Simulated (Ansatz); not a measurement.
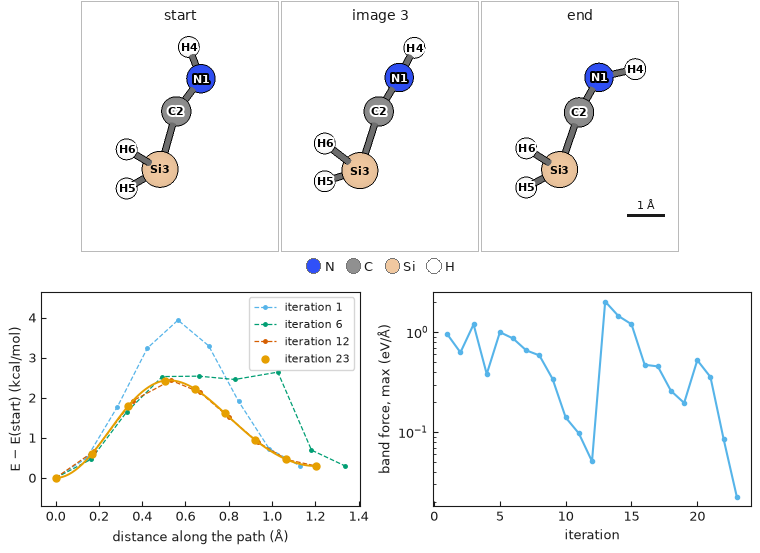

NEB run on CH₃NSi. Images are numbered from 0 (start) to 8 (end). The plot follows the band through its iterations. The picture is a ball-and-stick view, seen from a free direction.

These are results of RKS BLYP-D4/def2-SVP in Ansatz, not measurements.

The input:
```yaml
crystal:
  periodic: [false, false, false]
  atoms:
    - { symbol: "N", position_ang: [1.163858, 0.894069, -0.935719] }
    - { symbol: C, position_ang: [0.389632, 0.228239, -0.278403] }
    - { symbol: Si, position_ang: [-0.286278, -1.174744, 0.699198] }
    - { symbol: H, position_ang: [1.001372, 1.832749, -1.325657] }
    - { symbol: H, position_ang: [-1.56411, -1.386517, -0.089372] }
    - { symbol: H, position_ang: [-0.704474, -0.393806, 1.929954] }
basis:
  gaussian: { orbitals: def2-SVP }
hamiltonian:
  xc: blyp
  dispersion: d4
neb:
  order_check: false
  images: 7
  f_tol: 0.05
  max_iterations: 60
  initial_path: idpp
  final_atoms:
    - { symbol: "N", position_ang: [0.6455941, 1.30700162, -0.9204454] }
    - { symbol: C, position_ang: [0.18520466, 0.3936194, -0.2739565] }
    - { symbol: Si, position_ang: [-0.22571468, -1.14036153, 0.65732942] }
    - { symbol: H, position_ang: [1.56605769, 1.42788343, -1.36428915] }
    - { symbol: H, position_ang: [-1.51503135, -1.491777, -0.05981377] }
    - { symbol: H, position_ang: [-0.65611042, -0.49637592, 1.9611764] }
```

Launched with:
```bash
ansatz run input.yaml --threads 1 --pin off --max-ram 2048MiB --backend cpu --events-out ev --progress --plain --runs-dir out
```

Question: Did the band converge, and can the barrier be trusted?

Answer: The result is final at these settings. The band converged in 23 iterations. The largest component of the band force went from 0.96 to 0.023 eV/Å. The climbing image converged on the top of the path. Its vibrational analysis gives one imaginary mode (386i cm⁻¹), as a transition state must have. The first iteration put the highest image at 3.94 kcal/mol. Forward barrier 2.43 kcal/mol, backward barrier 2.13 kcal/mol, with image 3 at the top; the reaction energy is +0.30 kcal/mol.

The run took 65 s on 1 thread of AMD EPYC 9R45 96-Core Processor (Zen 5), on a shared host, peak memory 0.13 GiB.
